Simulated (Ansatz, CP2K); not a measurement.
# Which run comes nearest? Liquid Al at 1200 K (111 atoms)

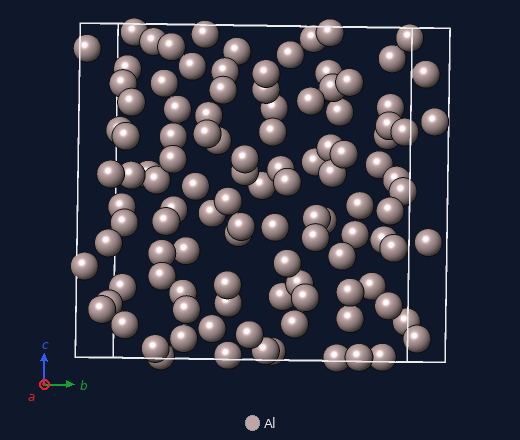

The cell (aluminium light grey). Some periodic images of atoms are drawn too.

Density of this cell: 2.33 g/cm³. The cell holds 111 atoms: 111 Al. Cell: a = 12.877 Å, b = 12.877 Å, c = 12.877 Å, α = 90.0°, β = 90.0°, γ = 90.0°. 111 atoms (111 Al) placed at random at 2.39 g/cm³, melted at 1500 K for 10 ps at fixed volume with the Finnis-Sinclair Al potential (Mendelev, file Al_mm.eam.fs of the LAMMPS distribution). Snapshot at the end of a hold of 10 ps at 1200 K and zero pressure. Then every atom was moved at random, 0.03 Å r.m.s. a Cartesian component.

Geometry: as built.

The reference, a calculation:

| Quantity | Value |
| --- | --- |
| method | Kohn-Sham DFT, PBE, PAW, plane waves (Ansatz 0.2.0); cutoff 420 eV, Γ point, fermi-dirac smearing of 0.05 eV; PAW set soft_2 |
| r.m.s. force component | 0.8729 eV/Å |
| longest force | 3.667 eV/Å |
| pressure | 0.9318 GPa |
| SCF cycles | 7 |
| time | 24 s on 4 threads of Arm Neoverse V1, shared host |
| CPU time | 88 s |

Q: Estimate the differences from the reference, the CPU time and the memory of each run.
- CP2K PBE, DZVP-UZH, 350/50 Ry, diagonalisation (CP2K 2026.2; 4 MPI ranks)
- CP2K PBE, DZVP-MOLOPT-SR, 122/50 Ry, diagonalisation (CP2K 2026.2; 2 threads)
- CP2K PBE, DZVP-MOLOPT-SR, 350/50 Ry, diagonalisation (CP2K 2026.2; 2 threads)
- CP2K PBE, DZVP-MOLOPT-SR, 244/50 Ry, diagonalisation (CP2K 2026.2; 2 threads)
- CP2K TPSS, PBE potentials, DZVP-MOLOPT-SR, 350/50 Ry, diagonalisation (CP2K 2026.2; 4 MPI ranks)
- CP2K PBE+D3(BJ), DZVP-MOLOPT-SR, 350/50 Ry, diagonalisation (CP2K 2026.2; 2 threads)
- CP2K PBE, SZV-MOLOPT-SR, 350/50 Ry, diagonalisation (CP2K 2026.2; 1 thread)

Differences are against the plane-wave reference, forces as r.m.s. over components; share is that over the reference's r.m.s. force, slope the least-squares factor from reference forces to these. Total energies of different programs have different zeros and aren't compared.

```tsv
run	Δ force, r.m.s. (meV/Å)	share (%)	slope	Δ pressure (GPa)	cores	CPU time	memory (GiB)
reference	-	-	-	-	4	88 s	2.0
CP2K PBE, DZVP-UZH, 350/50 Ry, diagonalisation	14.7	1.69	0.988	-0.212	4	15 min	4.1
CP2K PBE, DZVP-MOLOPT-SR, 122/50 Ry, diagonalisation (coarse)	14.5	1.66	0.992	-0.193	2	6.6 min	0.91
CP2K PBE, DZVP-MOLOPT-SR, 350/50 Ry, diagonalisation	14.5	1.66	0.992	-0.193	2	7.4 min	2.6
CP2K PBE, DZVP-MOLOPT-SR, 244/50 Ry, diagonalisation (coarse)	14.5	1.66	0.992	-0.193	2	5.5 min	1.6
CP2K TPSS, PBE potentials, DZVP-MOLOPT-SR, 350/50 Ry, diagonalisation	21.1	2.42	1.014	-0.467	4	23 min	3.9
CP2K PBE+D3(BJ), DZVP-MOLOPT-SR, 350/50 Ry, diagonalisation	16.4	1.87	0.991	-2.64	2	7.4 min	2.7
CP2K PBE, SZV-MOLOPT-SR, 350/50 Ry, diagonalisation (coarse)	271	31.1	1.016	5.99	1	3.3 min	2.3
```

Rows marked coarse were listed beforehand as settings not expected to be converged; some can still land near the reference.

CPU time is summed over cores on a shared host, where runs went side by side, so it is rough. Symmetry, cutoffs, thresholds, outputs and thread counts weren't matched or tuned between programs; memory under MPI is the largest rank's times the ranks.

The PBE runs in local orbitals, coarse settings apart, differ by 1.7 % in each run; basis, grid and potentials can all enter. Rows with another functional or a dispersion term differ by 1.9 % (CP2K PBE+D3(BJ), DZVP-MOLOPT-SR, 350/50 Ry, diagonalisation) to 2.4 % (CP2K TPSS, PBE potentials, DZVP-MOLOPT-SR, 350/50 Ry, diagonalisation), which mixes the change of model with differences of basis and potentials, some of them made for another functional. Runs with settings chosen to be coarse differ by 1.7 % (CP2K PBE, DZVP-MOLOPT-SR, 244/50 Ry, diagonalisation) to 31 % (CP2K PBE, SZV-MOLOPT-SR, 350/50 Ry, diagonalisation), their programs' other errors included. None of the electronic-structure runs in the table takes under half the reference's CPU time of 88 s; they take 2.2 to 16 times as much. The electron count is odd in these runs, and they have no spin polarisation, so the unpaired electron is spread evenly over both spins. The network of bonds at the start is that of the classical potential that made the cell, and needn't be the one that DFT or experiment would give. The electron count is odd and the run has no spin polarisation, so levels at the top are partly filled by construction. The electronic-structure runs sample only Γ, in a cell whose shortest periodic width is 13 Å, which is coarse for a cell with partly filled levels.

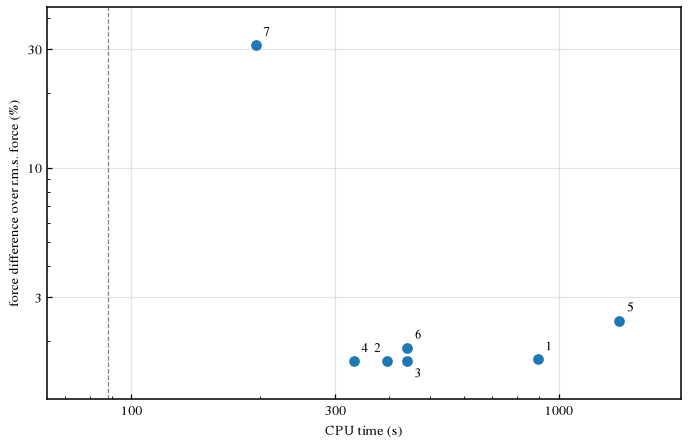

Force difference against CPU time; the dashed line marks the reference's time. Points: 1 CP2K PBE, DZVP-UZH, 350/50 Ry, diagonalisation; 2 CP2K PBE, DZVP-MOLOPT-SR, 122/50 Ry, diagonalisation; 3 CP2K PBE, DZVP-MOLOPT-SR, 350/50 Ry, diagonalisation; 4 CP2K PBE, DZVP-MOLOPT-SR, 244/50 Ry, diagonalisation; 5 CP2K TPSS, PBE potentials, DZVP-MOLOPT-SR, 350/50 Ry, diagonalisation; 6 CP2K PBE+D3(BJ), DZVP-MOLOPT-SR, 350/50 Ry, diagonalisation; 7 CP2K PBE, SZV-MOLOPT-SR, 350/50 Ry, diagonalisation.

[Logs are printed without paths, hosts, clocks, repeated set-up lines and the standing remarks that a program may print on its own settings, such as how far it seeks lower states.]

[Hosts, paths, dates, database ids (printed as entryN), source tags and the programs' standing remarks are cut or masked in the printed files.]
